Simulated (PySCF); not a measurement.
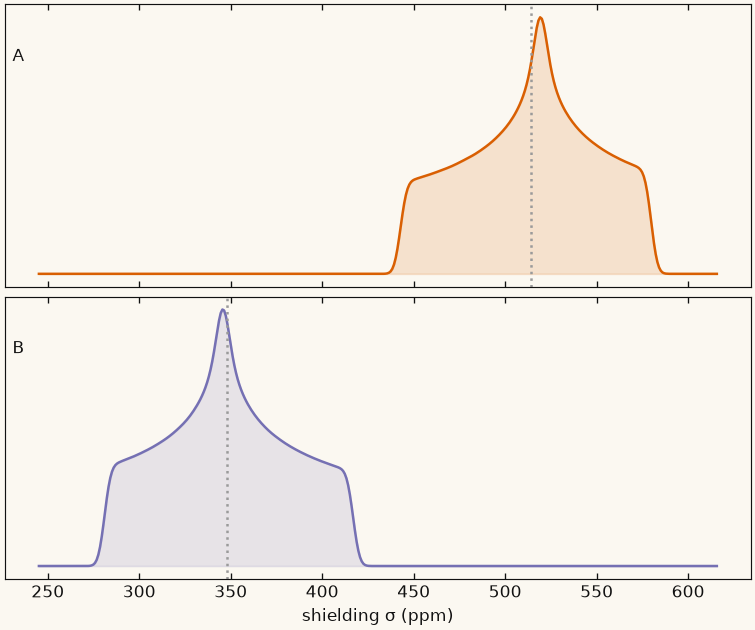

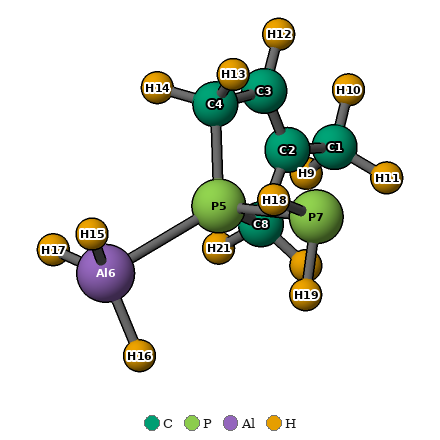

Static powder patterns (³¹P) from GIAO shielding tensors of C₅H₁₃AlP₂, SMILES CC1=CC[P@+]([AlH3-])(P)C1, singlet, PBE0/pcSseg-1 (IEF-PCM acetonitrile) with PySCF 2.14.0, at a PBE0-D3(BJ)/def2-SVP geometry (no frequency check); absolute shielding, one fixed geometry of the isolated molecule without any motion, no dipolar terms. The dotted line is the isotropic value; skew is 3(σiso − σ22)/span.

The panels belong to P5 and P7. Which is which?

Answer. panel A: P7, σ11, σ22, σ33 = 443, 519, 580 ppm, isotropic 514, span 137 ppm, skew −0.12; panel B: P5, σ11, σ22, σ33 = 281, 346, 417 ppm, isotropic 348, span 136 ppm, skew 0.05.
